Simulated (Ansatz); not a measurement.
**H₅NSSn (SMILES [NH3+][SnH-][SH]): density, localisation and related maps**

```xyz
8

N     0.7639   -1.2278   -0.4768
S     2.2072    1.5702   -1.4020
Sn    0.1000    1.0899   -0.0297
H     1.0554   -1.7904    0.3329
H     0.1480   -1.7994   -1.0695
H     1.0630    0.8842    1.4894
H     3.0676    1.4451   -0.3544
H     1.6041   -0.9676   -1.0254
```

Geometry: PBE-D3(BJ)/def2-SVP; core potentials replace the inner electrons of Sn.

Level of theory: Ansatz 0.2.0, isolated molecule in a Gaussian basis; Kohn-Sham density functional theory, functional PBE0.

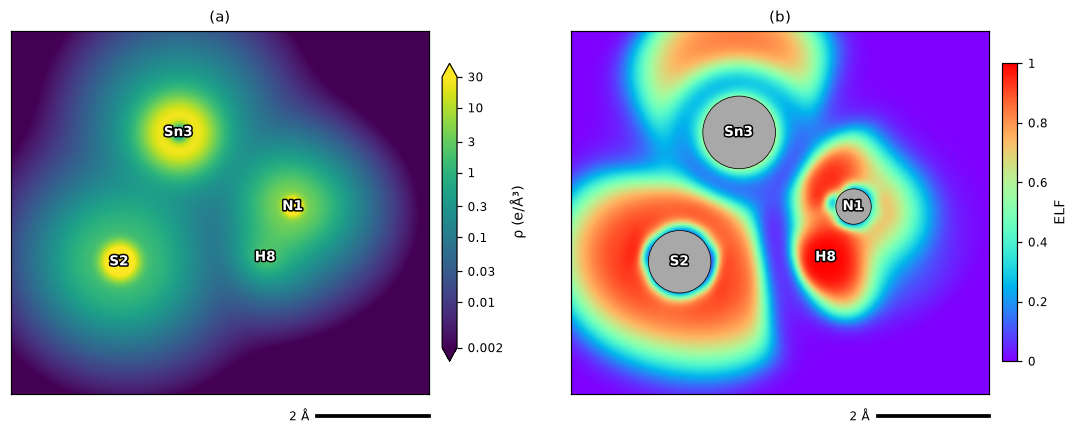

Figure 1. (a) electron density; (b) electron localisation function on the plane of atoms Sn3, N1 and H8. Grey discs cover the atomic cores in the ELF map.

What does the map show?

Answer. Atoms in the plane: N, S, Sn and H.
Sn–N (2.45 Å): the density is about 0.32 e/Å³ at the midpoint; the ELF peaks at about 0.95 in the valence shell of N, 0.7 Å from its nucleus, and drops to about 0.15 between the two atoms.
Sn–S (2.56 Å): ρ is about 0.45 e/Å³ halfway; the ELF peaks at about 0.85 in the valence shell of S, 0.9 Å from its nucleus, and drops to about 0.15 between the two atoms.
N–H (1.04 Å): ρ at the midpoint is about 2.8 e/Å³; the ELF climbs to about 1 towards the hydrogen, as it does in any bond to H; an ordinary covalent bond to hydrogen.
The ELF also peaks beside S2, away from the bonds: lone-pair regions.

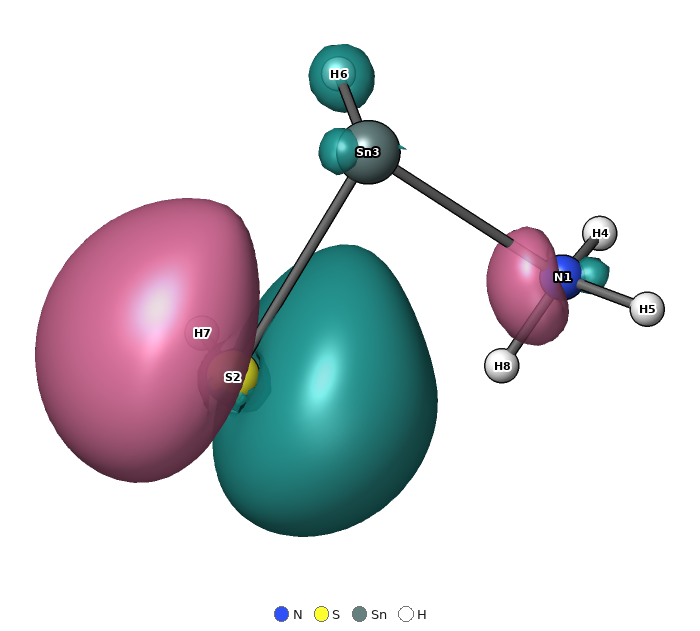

Figure 2. The HOMO−1 at ±0.1 Å⁻³ᐟ² (teal and pink are the two phases), seen across its widest extent.

Describe this orbital and give its energy.

Answer. By Hirshfeld shares it lies mainly on S2 (about 80 %) and Sn3 (about 10 %); largely a lone pair of S2. Its energy is −6.79 eV.
